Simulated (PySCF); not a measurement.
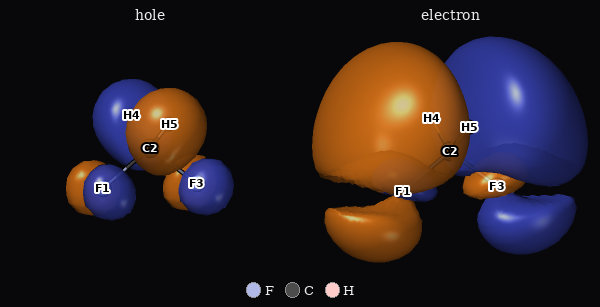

*CH2F2, SMILES `FCF`. Leading natural transition orbital pair of S₂ (CIS singlet states); the surfaces enclose about 85 % of each orbital's density.*

Method: HF/def2-SVPD; geometry: GFN2-xTB; program: PySCF. No frequency check shows the geometry to be a minimum.

Where does the state lie, and where do hole and electron sit?

11.93 eV (104 nm), f = 0.000 (dark), partly diffuse acceptor orbital; the leading pair carries 96 %; hole on C2 (30 %), F1 and F3 (19 % each) and H4 and H5 (16 % each), electron on C2 (38 %), F1 and F3 (17 % each) and H4 and H5 (14 % each) (atom shares of so diffuse an orbital are rough); their centroids lie 0.3 Å apart. In canonical orbitals it is mainly HOMO → LUMO+1 (63 %). The HOMO–LUMO gap is 17.24 eV.
